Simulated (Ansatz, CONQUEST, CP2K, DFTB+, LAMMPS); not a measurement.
## Glassy 40SiO2-28Al2O3-16Li2O-16SrO (mol %) (85 atoms): runs against a plane-wave reference

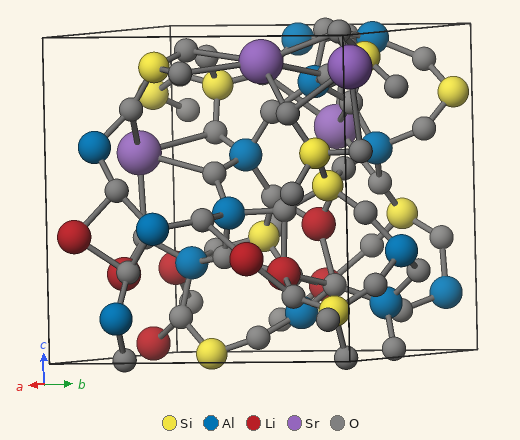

The cell (silicon yellow, aluminium blue, lithium red, strontium purple, oxygen grey). Some periodic images of atoms are drawn too.

Density of this cell: 2.64 g/cm³. The cell holds 85 atoms: 10 Si, 14 Al, 8 Li, 4 Sr and 49 O. Its edges and angles: a = 10.514 Å, b = 10.514 Å, c = 10.514 Å, α = 90.0°, β = 90.0°, γ = 90.0°. 85 atoms (10 Si, 14 Al, 8 Li, 4 Sr, 49 O) placed at random at 2.64 g/cm³, melted at 4000 K for 10 ps at fixed volume with the Morse and Coulomb pair potential with partial charges (Pedone, Malavasi, Menziani, Cormack and Segre, J. Phys. Chem. B 110, 11780 (2006)). Quenched from 4000 K to 300 K at 6 K/ps and fixed volume, held 5 ps, then minimised at fixed cell.

Geometry: as built.

The reference, a calculation:

```
method                                           : Kohn-Sham DFT, PBE, PAW, plane waves (Ansatz 0.2.0); cutoff 420 eV, Γ point, fermi-dirac smearing of 0.05 eV; PAW set soft_2
r.m.s. force component                           : 0.677 eV/Å
longest force                                    : 2.857 eV/Å
pressure                                         : 1.598 GPa
gap (highest filled to lowest empty level) : 3.509 eV
SCF cycles                                       : 9
time                                             : 24 s on 4 threads of Intel Xeon Platinum 8259CL at 2.50GHz (Skylake/Cascade Lake), shared host
CPU time                                         : 68 s
```

Q: Estimate the differences from the reference, the CPU time and the memory of each run.
- CP2K PBE, DZVP-MOLOPT-SR, 800/50 Ry, diagonalisation (CP2K 2026.2; 2 threads)
- CP2K PBE, DZVP-MOLOPT-SR, 800/50 Ry, OT DIIS (CP2K 2026.2; 2 threads)
- CP2K PBE, DZVP-MOLOPT-SR, 280/50 Ry, diagonalisation (CP2K 2026.2; 2 threads)
- CONQUEST PBE, grid 120 Ha (CONQUEST 1.3; 2 MPI ranks)

Differences are against the plane-wave reference, forces as r.m.s. over components; share is that over the reference's r.m.s. force, slope the least-squares factor from reference forces to these. Total energies of different programs have different zeros and aren't compared.

| run | Δ force, r.m.s. (meV/Å) | share (%) | slope | Δ pressure (GPa) | Δ gap (eV) | cores | CPU time | memory (GiB) |
| --- | --- | --- | --- | --- | --- | --- | --- | --- |
| reference | - | - | - | - | - | 4 | 68 s | 1.6 |
| CP2K PBE, DZVP-MOLOPT-SR, 800/50 Ry, diagonalisation | 68.5 | 10.1 | 1.019 | 0.0435 | -0.0877 | 2 | 12 min | 4.1 |
| CP2K PBE, DZVP-MOLOPT-SR, 800/50 Ry, OT DIIS | 68.5 | 10.1 | 1.019 | 0.0435 | -0.0876 | 2 | 22 min | 2.3 |
| CP2K PBE, DZVP-MOLOPT-SR, 280/50 Ry, diagonalisation (coarse) | 121 | 17.9 | 1.024 | 0.258 | -0.0977 | 2 | 7.3 min | 1.2 |
| CONQUEST PBE, grid 120 Ha | 151 | 22.3 | 1.177 | 2.14 | -0.0053 | 2 | 15 min | 8.9 |

Rows marked coarse were listed beforehand as settings not expected to be converged; some can still land near the reference.

CPU time is summed over cores on a shared host, where runs went side by side, so it is rough. Symmetry, cutoffs, thresholds, outputs and thread counts weren't matched or tuned between programs; memory under MPI is the largest rank's times the ranks.

The PBE runs in local orbitals, coarse settings apart, differ by 10 % (CP2K PBE, DZVP-MOLOPT-SR, 800/50 Ry, OT DIIS) to 22 % (CONQUEST PBE, grid 120 Ha); basis, grid and potentials can all enter. Runs with settings chosen to be coarse differ by 18 % (CP2K PBE, DZVP-MOLOPT-SR, 280/50 Ry, diagonalisation), their programs' other errors included. None of the electronic-structure runs in the table takes under half the reference's CPU time of 68 s; they take 6.4 to 19 times as much. CONQUEST PBE, grid 120 Ha stiffens the forces by a factor of 1.18 while following their directions (correlation 0.994). The network of bonds at the start is that of the classical potential that made the cell, and needn't be the one that DFT or experiment would give. The electronic-structure runs sample only Γ, in a cell whose shortest periodic width is 11 Å.

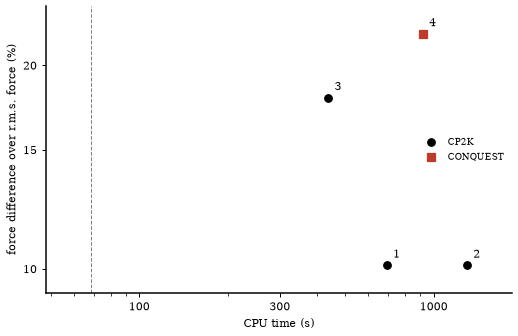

Force difference against CPU time; the dashed line marks the reference's time. Points: 1 CP2K PBE, DZVP-MOLOPT-SR, 800/50 Ry, diagonalisation; 2 CP2K PBE, DZVP-MOLOPT-SR, 800/50 Ry, OT DIIS; 3 CP2K PBE, DZVP-MOLOPT-SR, 280/50 Ry, diagonalisation; 4 CONQUEST PBE, grid 120 Ha.

[Logs are printed without paths, hosts, clocks, repeated set-up lines and the standing remarks that a program may print on its own settings, such as how far it seeks lower states.]

[Hosts, paths, dates, database ids (printed as entryN), source tags and the programs' standing remarks are cut or masked in the printed files.]
